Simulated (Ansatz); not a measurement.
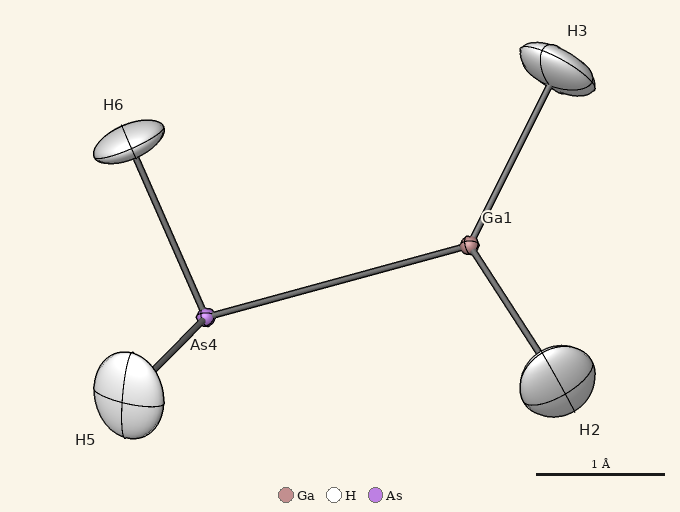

Displacement ellipsoids at the 50 % level, from the internal vibrations of the free molecule (harmonic, no overall translation or rotation; no half-axis is drawn under 0.075 Å). Vibrations computed with RKS PBE0-D4/def2-TZVP (Ansatz 0.2.0). Temperature: 298 K.

List U_eq and the three principal root-mean-square amplitudes for each kind of atom.

```json
{"atom": "Ga1", "U_eq (Å²)": "0.00030", "rms amplitudes (Å)": "0.005, 0.006, 0.029"}
{"atom": "H2, H3", "U_eq (Å²)": "0.0414", "rms amplitudes (Å)": "0.093, 0.200, 0.275"}
{"atom": "As4", "U_eq (Å²)": "0.00027", "rms amplitudes (Å)": "0.003, 0.005, 0.028"}
{"atom": "H5, H6", "U_eq (Å²)": "0.0345", "rms amplitudes (Å)": "0.086, 0.191, 0.244"}
```
